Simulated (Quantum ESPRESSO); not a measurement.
## The valence band of H2CClF as photoemission sees it

What would valence photoemission of H2CClF look like, and what sets its shape?

Main program and level: Quantum ESPRESSO 7.5; DFT, PBEsol, plane waves, ultrasoft GBRV pseudopotentials, scalar-relativistic, in the first sound run; inputs show where later runs differ.

## (1) The starting structure

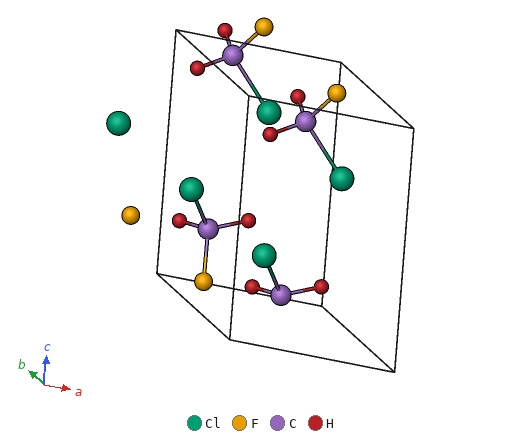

Start, viewed from a free direction; chlorine teal, fluorine orange, carbon purple, hydrogen red. 1×2×1 cells are drawn. Bonds to atoms that aren't drawn are left out. Some periodic images of atoms are drawn too.

## (2) The base run: self-consistent run

First the self-consistent run; potential, DOS and bands follow from it in later steps.

File scf.in:

```
&control
  calculation = 'scf'
  prefix = 'pes'
  outdir = './tmp'
  pseudo_dir = './pp'
  tprnfor = .true.
  tstress = .true.
/
&system
  ibrav = 0
  nat = 10
  ntyp = 4
  ecutwfc = 40.0
  ecutrho = 200.0
  occupations = 'smearing'
  nbnd = 44
  smearing = 'fd'
  degauss = 0.00147
/
&electrons
  conv_thr = 6e-08
  mixing_beta = 0.5
  electron_maxstep = 120
/
ATOMIC_SPECIES
Cl 35.4500 cl_pbesol_v1.4.uspp.F.UPF
F 18.9984 f_pbesol_v1.4.uspp.F.UPF
C 12.0110 c_pbesol_v1.2.uspp.F.UPF
H 1.0080 h_pbesol_v1.4.uspp.F.UPF
CELL_PARAMETERS angstrom
 5.020600000 0.000000000 0.000000000
 0.000000000 4.147700000 0.000000000
 -2.114318825 0.000000000 6.428846371
ATOMIC_POSITIONS crystal
Cl 0.830100000 0.506100000 0.633900000
Cl 0.169900000 0.006100000 0.366100000
F 0.737200000 0.457500000 0.986000000
F 0.262800000 0.957500000 0.014000000
C 0.649400000 0.639800000 0.808400000
C 0.350600000 0.139800000 0.191600000
H 0.428000000 0.606000000 0.735000000
H 0.572000000 0.106000000 0.265000000
H 0.708000000 0.891100000 0.850000000
H 0.292000000 0.391100000 0.150000000
K_POINTS automatic
6 6 4 0 0 0
```

The run is started by

```
> OMP_NUM_THREADS=1 mpirun -n 4 pw.x -nk 4 -in scf.in > scf.out
```

The log of the run:

```text
Program PWSCF v.7.5 starts

     This program is part of the open-source Quantum ESPRESSO suite
     for quantum simulation of materials; please cite
         "P. Giannozzi et al., J. Phys.:Condens. Matter 21 395502 (2009);
         "P. Giannozzi et al., J. Phys.:Condens. Matter 29 465901 (2017);
         "P. Giannozzi et al., J. Chem. Phys. 152 154105 (2020);
          URL
     in publications or presentations arising from this work. More details at

     Parallel version (MPI & OpenMP), running on       4 processor cores
     Number of MPI processes:                 4
     Threads/MPI process:                     1

     MPI processes distributed on     1 nodes
     75000 MiB available memory on the printing compute node when the environment starts

     Current dimensions of program PWSCF are:
     Max number of different atomic species (ntypx) = 10
     Max number of k-points (npk) =  40000
     Max angular momentum in pseudopotentials (lmaxx) =  4
     Message from routine setup:
     using ibrav=0 with symmetry is DISCOURAGED, use correct ibrav instead

     K-points division:     npool     =       4
     Subspace diagonalization in iterative solution of the eigenvalue problem:
     a serial algorithm will be used

     G-vector sticks info
     --------------------
     sticks:   dense  smooth     PW     G-vecs:    dense   smooth      PW
     Sum        1185     941    289                43175    30859    5149

     Using Slab Decomposition

     bravais-lattice index     =            0
     lattice parameter (alat)  =       9.4876  a.u.
     unit-cell volume          =     903.4260 (a.u.)^3
     number of atoms/cell      =           10
     number of atomic types    =            4
     number of electrons       =        40.00
     number of Kohn-Sham states=           44
     kinetic-energy cutoff     =      40.0000  Ry
     charge density cutoff     =     200.0000  Ry
     scf convergence threshold =      6.0E-08
     mixing beta               =       0.5000
     number of iterations used =            8  plain     mixing
     Exchange-correlation= SLA  PW   PSX  PSC
                           (   1   4  10   8   0   0   0)

     celldm(1)=   9.487559  celldm(2)=   0.000000  celldm(3)=   0.000000
     celldm(4)=   0.000000  celldm(5)=   0.000000  celldm(6)=   0.000000

     crystal axes: (cart. coord. in units of alat)
               a(1) = (   1.000000   0.000000   0.000000 )
               a(2) = (   0.000000   0.826136   0.000000 )
               a(3) = (  -0.421129   0.000000   1.280494 )

     reciprocal axes: (cart. coord. in units 2 pi/alat)
               b(1) = (  1.000000 -0.000000  0.328880 )
               b(2) = (  0.000000  1.210454 -0.000000 )
               b(3) = (  0.000000  0.000000  0.780949 )

     PseudoPot. # 1 for Cl read from file:
     ./pp/cl_pbesol_v1.4.uspp.F.UPF
     Pseudo is Ultrasoft + core correction, Zval =  7.0
     Generated by new atomic code, or converted to UPF format
     Using radial grid of  909 points,  6 beta functions with:
                l(1) =   0
                l(2) =   0
                l(3) =   1
                l(4) =   1
                l(5) =   2
                l(6) =   2
     Q(r) pseudized with  8 coefficients,  rinner =    1.300   1.300   1.300
                                                       1.300   1.300

     PseudoPot. # 2 for F  read from file:
     ./pp/f_pbesol_v1.4.uspp.F.UPF
     Pseudo is Ultrasoft, Zval =  7.0
     Generated by new atomic code, or converted to UPF format
     Using radial grid of  799 points,  4 beta functions with:
                l(1) =   0
                l(2) =   0
                l(3) =   1
                l(4) =   1
     Q(r) pseudized with  8 coefficients,  rinner =    0.950   0.950   0.950

     PseudoPot. # 3 for C  read from file:
     ./pp/c_pbesol_v1.2.uspp.F.UPF
     Pseudo is Ultrasoft + core correction, Zval =  4.0
     Generated by new atomic code, or converted to UPF format
     Using radial grid of  721 points,  4 beta functions with:
                l(1) =   0
                l(2) =   0
                l(3) =   1
                l(4) =   1
     Q(r) pseudized with  8 coefficients,  rinner =    1.100   1.100   1.100

     PseudoPot. # 4 for H  read from file:
     ./pp/h_pbesol_v1.4.uspp.F.UPF
     Pseudo is Ultrasoft, Zval =  1.0
     Generated by new atomic code, or converted to UPF format
     Using radial grid of  615 points,  2 beta functions with:
                l(1) =   0
                l(2) =   0
     Q(r) pseudized with  8 coefficients,  rinner =    0.700

     atomic species   valence    mass     pseudopotential
     Cl                7.00    35.45000     Cl( 1.00)
     F                 7.00    18.99840     F ( 1.00)
     C                 4.00    12.01100     C ( 1.00)
     H                 1.00     1.00800     H ( 1.00)

      2 Sym. Ops. (no inversion) found ( 1 have fractional translation)

   Cartesian axes

     site n.     atom                  positions (alat units)
         1        Cl     tau(   1) = (   0.5631465   0.4181076   0.8117049  )
         2        Cl     tau(   2) = (   0.0157248   0.0050394   0.4687887  )
         3        F      tau(   3) = (   0.3219671   0.3779574   1.2625667  )
         4        F      tau(   4) = (   0.2569042   0.7910255   0.0179269  )
         5        C      tau(   5) = (   0.3089595   0.5285620   1.0351511  )
         6        C      tau(   6) = (   0.2699117   0.1154939   0.2453426  )
         7        H      tau(   7) = (   0.1184704   0.5006386   0.9411628  )
         8        H      tau(   8) = (   0.4604009   0.0875704   0.3393308  )
         9        H      tau(   9) = (   0.3500406   0.7361701   1.0884196  )
        10        H      tau(  10) = (   0.2288307   0.3231019   0.1920740  )

     number of k points=    56  Fermi-Dirac smearing, width (Ry)=  0.0015
                       cart. coord. in units 2pi/alat
        k(    1) = (   0.0000000   0.0000000   0.0000000), wk =   0.0138889
        k(    2) = (   0.0000000   0.0000000   0.1952372), wk =   0.0277778
        k(    3) = (   0.0000000   0.0000000  -0.3904744), wk =   0.0138889
        k(    4) = (   0.0000000   0.2017423   0.0000000), wk =   0.0277778
        k(    5) = (   0.0000000   0.2017423   0.1952372), wk =   0.0555556
        k(    6) = (   0.0000000   0.2017423  -0.3904744), wk =   0.0277778
        k(    7) = (   0.0000000   0.4034847   0.0000000), wk =   0.0277778
        k(    8) = (   0.0000000   0.4034847   0.1952372), wk =   0.0555556
        k(    9) = (   0.0000000   0.4034847  -0.3904744), wk =   0.0277778
[...]
15.7552  16.5059  16.7272  17.4377

          k = 0.0000 0.4035-0.3905 (  3868 PWs)   bands (ev):

[...]
15.9984  16.0127  17.1084  17.3021

          k = 0.0000-0.6052 0.0000 (  3876 PWs)   bands (ev):

[...]
16.1671  16.1671  17.1341  17.1341

          k = 0.0000-0.6052 0.1952 (  3872 PWs)   bands (ev):

[...]
16.2492  16.2492  16.7462  16.7462

          k = 0.0000-0.6052-0.3905 (  3872 PWs)   bands (ev):

[...]
16.0404  16.0404  16.7263  16.7264

          k = 0.1667 0.0000 0.0548 (  3852 PWs)   bands (ev):

[...]
15.6927  15.9589  16.5528  16.9776

          k = 0.1667 0.0000 0.2501 (  3845 PWs)   bands (ev):

[...]
15.8412  16.1953  16.7857  17.2698

          k = 0.1667 0.0000-0.3357 (  3869 PWs)   bands (ev):

[...]
15.7690  16.1378  17.0697  17.4050

          k = 0.1667 0.0000-0.1404 (  3872 PWs)   bands (ev):

[...]
15.9208  16.2098  16.8151  17.1751

          k = 0.1667 0.2017 0.0548 (  3860 PWs)   bands (ev):

[...]
k = 0.1667 0.2017 0.2501 (  3854 PWs)   bands (ev):

[...]
k = 0.1667 0.2017-0.3357 (  3861 PWs)   bands (ev):

[...]
k = 0.1667 0.2017-0.1404 (  3859 PWs)   bands (ev):

[...]
k = 0.1667 0.4035 0.0548 (  3861 PWs)   bands (ev):

[...]
k = 0.1667 0.4035 0.2501 (  3861 PWs)   bands (ev):

[...]
k = 0.1667 0.4035-0.3357 (  3870 PWs)   bands (ev):

[...]
k = 0.1667 0.4035-0.1404 (  3870 PWs)   bands (ev):

[...]
k = 0.1667-0.6052 0.0548 (  3874 PWs)   bands (ev):

[...]
k = 0.1667-0.6052 0.2501 (  3866 PWs)   bands (ev):

[...]
k = 0.1667-0.6052-0.3357 (  3868 PWs)   bands (ev):

[...]
k = 0.1667-0.6052-0.1404 (  3864 PWs)   bands (ev):

[...]
k = 0.3333 0.0000 0.1096 (  3833 PWs)   bands (ev):

[...]
k = 0.3333 0.0000 0.3049 (  3833 PWs)   bands (ev):

[...]
k = 0.3333 0.0000-0.2808 (  3854 PWs)   bands (ev):

[...]
k = 0.3333 0.0000-0.0856 (  3879 PWs)   bands (ev):

[...]
k = 0.3333 0.2017 0.1096 (  3847 PWs)   bands (ev):

[...]
k = 0.3333 0.2017 0.3049 (  3860 PWs)   bands (ev):

[...]
k = 0.3333 0.2017-0.2808 (  3855 PWs)   bands (ev):

[...]
k = 0.3333 0.2017-0.0856 (  3852 PWs)   bands (ev):

[...]
k = 0.3333 0.4035 0.1096 (  3857 PWs)   bands (ev):

[...]
k = 0.3333 0.4035 0.3049 (  3871 PWs)   bands (ev):

[...]
k = 0.3333 0.4035-0.2808 (  3864 PWs)   bands (ev):

[...]
k = 0.3333 0.4035-0.0856 (  3863 PWs)   bands (ev):

[...]
k = 0.3333-0.6052 0.1096 (  3876 PWs)   bands (ev):

[...]
k = 0.3333-0.6052 0.3049 (  3868 PWs)   bands (ev):

[...]
k = 0.3333-0.6052-0.2808 (  3870 PWs)   bands (ev):

[...]
k = 0.3333-0.6052-0.0856 (  3864 PWs)   bands (ev):

[...]
k =-0.5000 0.0000-0.1644 (  3820 PWs)   bands (ev):

[...]
k =-0.5000 0.0000 0.0308 (  3829 PWs)   bands (ev):

[...]
k =-0.5000 0.0000-0.5549 (  3854 PWs)   bands (ev):

[...]
k =-0.5000 0.2017-0.1644 (  3834 PWs)   bands (ev):

[...]
k =-0.5000 0.2017 0.0308 (  3845 PWs)   bands (ev):

[...]
16.0445  16.5101  16.8626  17.1660

          k =-0.5000 0.2017-0.5549 (  3860 PWs)   bands (ev):

[...]
16.0563  16.0689  16.7511  16.9985

          k =-0.5000 0.4035-0.1644 (  3866 PWs)   bands (ev):

[...]
15.9941  16.0361  16.7932  17.0565

          k =-0.5000 0.4035 0.0308 (  3857 PWs)   bands (ev):

[...]
16.0415  16.3984  16.8458  17.1127

          k =-0.5000 0.4035-0.5549 (  3862 PWs)   bands (ev):

[...]
16.3110  16.4192  16.7264  17.3009

          k =-0.5000-0.6052-0.1644 (  3860 PWs)   bands (ev):

[...]
15.9981  15.9981  16.8477  16.8478

          k =-0.5000-0.6052 0.0308 (  3856 PWs)   bands (ev):

[...]
-1.4571  -1.4571  -0.6464  -0.6464   5.8164   5.8164   6.9916   6.9916
     8.9013   8.9013   9.1570   9.1570  10.1114  10.1114  11.5115  11.5115
    12.6111  12.6111  13.5994  13.5994  14.6787  14.6787  15.3521  15.3521
    15.9821  15.9821  16.9556  16.9557

          k =-0.5000-0.6052-0.5549 (  3860 PWs)   bands (ev):

   -24.3612 -24.3612 -15.0618 -15.0618 -10.5017 -10.5017  -6.6521  -6.6521
    -6.5055  -6.5055  -5.5064  -5.5064  -2.7455  -2.7455  -2.5705  -2.5705
    -1.4269  -1.4269  -0.6494  -0.6494   5.8103   5.8103   7.1209   7.1209
     8.9283   8.9283   9.2839   9.2839   9.8172   9.8172  11.5469  11.5469
    12.5783  12.5783  13.3717  13.3717  14.6380  14.6380  15.3168  15.3168
    15.9610  15.9610  17.1118  17.1118

     the Fermi energy is     1.9681 ev

!    total energy              =    -191.10275098 Ry
     estimated scf accuracy    <       0.00000002 Ry
     smearing contrib. (-TS)   =       0.00000000 Ry
     internal energy E=F+TS    =    -191.10275098 Ry

     The total energy is F=E-TS. E is the sum of the following terms:
     one-electron contribution =    -116.48047352 Ry
     hartree contribution      =      73.13989049 Ry
     xc contribution           =     -46.86470500 Ry
     ewald contribution        =    -100.89746296 Ry

     convergence has been achieved in   8 iterations

     negative rho (up, down):  3.000E-02 0.000E+00

     Forces acting on atoms (cartesian axes, Ry/au):

     atom    1 type  1   force =    -0.00682253    0.00400790    0.00183214
     atom    2 type  1   force =     0.00682253    0.00400790   -0.00183214
     atom    3 type  2   force =    -0.00244664   -0.00884125    0.01004657
     atom    4 type  2   force =     0.00244664   -0.00884125   -0.01004657
     atom    5 type  3   force =     0.03987623    0.00122506    0.00664082
     atom    6 type  3   force =    -0.03987623    0.00122506   -0.00664082
     atom    7 type  4   force =    -0.03281163   -0.00654243   -0.01895094
     atom    8 type  4   force =     0.03281163   -0.00654243    0.01895094
     atom    9 type  4   force =     0.00354405    0.01015072   -0.00210711
     atom   10 type  4   force =    -0.00354405    0.01015072    0.00210711

     Total force =     0.083491     Total SCF correction =     0.000090

     Computing stress (Cartesian axis) and pressure

     negative rho (up, down):  3.000E-02 0.000E+00
          total   stress  (Ry/bohr**3)                   (kbar)     P=       13.09
   0.00010034   0.00000000   0.00009079           14.76        0.00       13.36
   0.00000000   0.00007867   0.00000000            0.00       11.57        0.00
   0.00009079   0.00000000   0.00008791           13.36        0.00       12.93

     XML data file, charge density, pseudopotentials, collected wavefunctions

     Called by init_run:

     Called by electrons:

     Called by c_bands:

     Called by *egterg:

     Called by h_psi:
                                        0.00s GPU  (     580 calls)

     General routines

     Parallel routines

=------------------------------------------------------------------------------=
   JOB DONE.
=------------------------------------------------------------------------------=
```

Wall time 37 s (4 MPI ranks of Arm Neoverse V1, shared host).

Numbers from this step:

| Quantity | Value |
| --- | --- |
| free energy | -2600.0854 eV |
| Fermi energy | 1.968 eV |
| pressure | 1.309 GPa |
| gap on the k-mesh | 5.926 eV |

At this level the gap is 5.93 eV on the k-mesh of the self-consistent run, which can miss the band edges.

(Part 1 of 12 ends here.)

[Logs are printed without paths, hosts, clocks, repeated set-up lines and the standing remarks that a program may print on its own settings, such as how far it seeks lower states.]

[Hosts, paths, dates, database ids (printed as entryN), source tags and the programs' standing remarks are cut or masked in the printed files.]

[Maps of the electrostatic potential energy from Ansatz leave out the sawtooth potential of an applied field or a dipole correction, so their vacuum need not be flat; work functions include it.]

[Peak lists hold at most the 14 tallest peaks of each spectrum; further lines can be left out.]
